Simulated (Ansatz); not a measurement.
# One shape, several levels: triplet SiH3F

Aim: a comparison of 6 runs (U-r2SCAN/def2-TZVPP, U-r2SCAN0/def2-TZVPP, U-wB97M-V/def2-TZVPP, UCAM-B3LYP/def2-TZVPP, USVWN5/def2-TZVPP, UMP2/def2-TZVPP) of triplet SiH3F. 

The results are computed with Ansatz 0.2.0.

52 further runs of the same task are left out: 1 that didn't finish, 51 set aside as unsound or not needed.

### 1 The molecule

SiH3F: 5 atoms, total charge 0, spin state triplet. As SMILES of the parent species, `F[SiH3]`. The coordinates come from a PBE0-D4/def2-TZVP relaxation. That shape belongs to the parent species and isn't relaxed for this state.

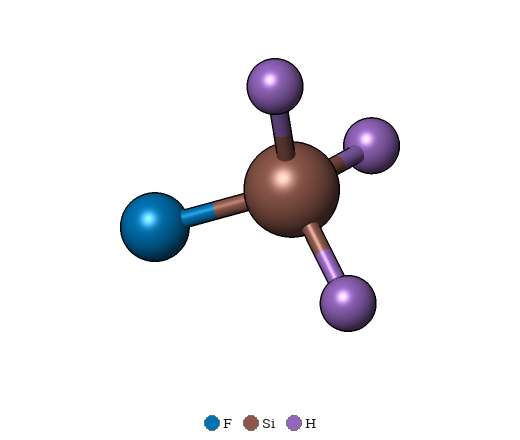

Viewed from a chosen angle; fluorine blue, silicon brown, hydrogen purple.

### 2 The energy at U-r2SCAN/def2-TZVPP (run 1)

molecule.yaml reads:

```yaml
crystal:
  periodic: [false, false, false]
  atoms:
    - {symbol: F, position_ang: [-1.274600, 0.162800, 0.858000]}
    - {symbol: Si, position_ang: [0.043300, -0.019300, -0.030700]}
    - {symbol: H, position_ang: [-0.367800, -0.192600, -1.443700]}
    - {symbol: H, position_ang: [0.768600, -1.217900, 0.451600]}
    - {symbol: H, position_ang: [0.880500, 1.193400, 0.123400]}
basis:
  gaussian: {orbitals: def2-TZVPP}
accuracy: high
output: {orbitals: {seedname: orbitals}}
magnetization: {spin_polarized: true, initial_magnetization: 2}
hamiltonian: {xc: r2scan}
```

Run with:

```console
ansatz run molecule.yaml --threads 1 --pin off --max-ram 3480MiB --events-out events.jsonl --progress --plain --runs-dir runs
```

Standard output:

```text
Warning: RAYON_NUM_THREADS=1 ignored (pool sized by the plan → 1); use --threads N
Functional definition: r2SCAN
  name "r2SCAN"
  parameter k0 = 0.174
  parameter k1 = 0.065
  parameter a1 = 4.9479
  exchange = r2scan_x(k0 = k0, k1 = k1, a1 = a1)
  correlation = r2scan_c
1908 factors; integrals over basis functions are off by at most 3.3e-9 eV
mean field evaluation 1: about -10635.5533 eV, gradient 2.0e1 eV
mean field evaluation 2: about -10627.6942 eV, gradient 5.1e1 eV
mean field evaluation 4: about -10636.0535 eV, gradient 1.0e1 eV
mean field evaluation 8: about -10636.6346 eV, gradient 6.6e0 eV
mean field evaluation 16: about -10637.0169 eV, gradient 7.3e-5 eV
mean field evaluation 32: about -10637.0166 eV, gradient 7.8e-3 eV
mean field evaluation 64: about -10636.9878 eV, gradient 4.9e-1 eV
mean field -10637.01685448 eV, -390.9031593732 hartree, gradient 6.5e-8 eV, S^2 2.006918; 7 other end points of the search recorded, 0 dependent functions left out
reference -10637.01685735 eV, -390.9031594788 hartree; 14, 12 occupied and 101, 103 virtual orbitals, 1908 factors
Total energy: -10637.01685735 eV, -390.9031594788 hartree
```

It took 27 s on 1 thread of Intel Xeon 6975P-C (Granite Rapids), shared host; peak memory 0.42 GiB.

### 3 The energy at U-r2SCAN0/def2-TZVPP (run 2)

molecule.yaml reads:

```yaml
crystal:
  periodic: [false, false, false]
  atoms:
    - symbol: F
      position_ang: [-1.274600, 0.162800, 0.858000]
    - symbol: Si
      position_ang: [0.043300, -0.019300, -0.030700]
    - symbol: H
      position_ang: [-0.367800, -0.192600, -1.443700]
    - symbol: H
      position_ang: [0.768600, -1.217900, 0.451600]
    - symbol: H
      position_ang: [0.880500, 1.193400, 0.123400]
basis:
  gaussian: {orbitals: def2-TZVPP}
magnetization: {spin_polarized: true, initial_magnetization: 2}
hamiltonian: {xc: {name: r2SCAN0}}
accuracy: high
output: {orbitals: {seedname: orbitals}}
```

Run with:

```console
ansatz run molecule.yaml --threads 1 --pin off --max-ram 3480MiB --events-out events.jsonl --progress --plain --runs-dir runs
```

Standard output:

```text
Warning: RAYON_NUM_THREADS=1 ignored (pool sized by the plan → 1); use --threads N
Functional definition: r2SCAN0
  name "r2SCAN0"
  parameter a = 0.25
[... 3 set-up lines as earlier in the session ...]
  exchange = (1 - a)*r2scan_x(k0 = k0, k1 = k1, a1 = a1) + a*exact_x
[... 1 set-up line as earlier in the session ...]
1908 factors; integrals over basis functions are off by at most 3.3e-9 eV
mean field evaluation 1: about -10634.7980 eV, gradient 2.0e1 eV
mean field evaluation 2: about -10630.1668 eV, gradient 4.2e1 eV
mean field evaluation 4: about -10636.2187 eV, gradient 1.5e0 eV
mean field evaluation 8: about -10636.3020 eV, gradient 5.2e-1 eV
mean field evaluation 16: about -10636.3061 eV, gradient 2.0e-2 eV
mean field evaluation 32: about -10636.2922 eV, gradient 2.9e-1 eV
mean field evaluation 64: about -10635.3827 eV, gradient 5.2e0 eV
mean field -10636.30614555 eV, -390.8770413018 hartree, gradient 2.5e-8 eV, S^2 2.009521; 6 other end points of the search recorded, 0 dependent functions left out
reference -10636.30614774 eV, -390.8770413823 hartree; 14, 12 occupied and 101, 103 virtual orbitals, 1908 factors
Total energy: -10636.30614774 eV, -390.8770413823 hartree
```

Wall time 42 s (1 thread of Intel Xeon 6975P-C (Granite Rapids), shared host); peak memory 0.51 GiB.

Runs 3 to 5 aren't shown in full; the table further down has their settings and results.

### 4 The energy at UMP2/def2-TZVPP (run 6)

in.yaml reads:

```yaml
crystal:
  periodic: [false, false, false]
  atoms:
    - symbol: F
      position_ang: [-1.274600, 0.162800, 0.858000]
    - symbol: Si
      position_ang: [0.043300, -0.019300, -0.030700]
    - symbol: H
      position_ang: [-0.367800, -0.192600, -1.443700]
    - symbol: H
      position_ang: [0.768600, -1.217900, 0.451600]
    - symbol: H
      position_ang: [0.880500, 1.193400, 0.123400]
basis:
  gaussian:
    orbitals: def2-TZVPP
total_charge: 0
magnetization:
  spin_polarized: true
  initial_magnetization: 2
correlation:
  method: mp2
  frozen_orbitals: {F: 1, H: 0, Si: 5}
accuracy: high
```

Run with:

```console
ansatz run in.yaml --threads 1 --pin off --max-ram 3480MiB --events-out events.jsonl --progress --plain --runs-dir runs
```

Standard output, cut to the lines that bear on the results:

```text
Warning: RAYON_NUM_THREADS=1 ignored (pool sized by the plan → 1); use --threads N
Functional definition: HF
  name "HF"
[...]
1908 factors; integrals over basis functions are off by at most 3.3e-9 eV
[...]
mean field -10610.64272022 eV, -389.9339278160 hartree, gradient 3.0e-8 eV, S^2 2.008852; 11 other end points of the search recorded, 0 dependent functions left out
6 core orbitals not correlated: weight in the atoms' cores, before any rotation towards them, 1.000 or more for the frozen orbitals, at most 0.000 for the correlated occupied ones
reference -10610.64272022 eV, -389.9339278160 hartree; 8, 6 occupied and 101, 103 virtual orbitals, 1908 factors
second order -10.36199436 eV of doubles, -0.00000000 eV of singles
Total energy: -10621.00471457 eV, -390.3147240850 hartree
```

Wall time 9.9 s (1 thread of Intel Xeon 6975P-C (Granite Rapids), shared host); peak memory 0.32 GiB.

### 5 Overview of the runs

| run | level | frozen core orbitals | energy (Eh) | HOMO energy (eV) | ⟨S²⟩ | wall time |
| --- | --- | --- | --- | --- | --- | --- |
| 1 | U-r2SCAN/def2-TZVPP | – | -390.903159 | -2.16 | 2.007 | 27 s |
| 2 | U-r2SCAN0/def2-TZVPP | – | -390.877041 | -2.93 | 2.010 | 42 s |
| 3 | U-wB97M-V/def2-TZVPP | – | -390.897905 | -4.41 | 2.005 | 1.7 min |
| 4 | UCAM-B3LYP/def2-TZVPP | – | -390.943615 | -3.79 | 2.007 | 26 s |
| 5 | USVWN5/def2-TZVPP | – | -389.161553 | -2.13 | 2.001 | 8.7 s |
| 6 | UMP2/def2-TZVPP | 6 | -390.314724 | – | 2.009 | 9.9 s |

### 6 Outcome

```
                                          quantity          value
                               run 6: total energy  -390.31472 Eh
run 6: correlation energy (6 core orbitals frozen)     -380.8 mEh
          run 6: ⟨S²⟩ of the reference determinant          2.009
```

What this shows: Totals of different functionals can't be ranked against each other. All runs together took 3.6 min, the longest 1.7 min.
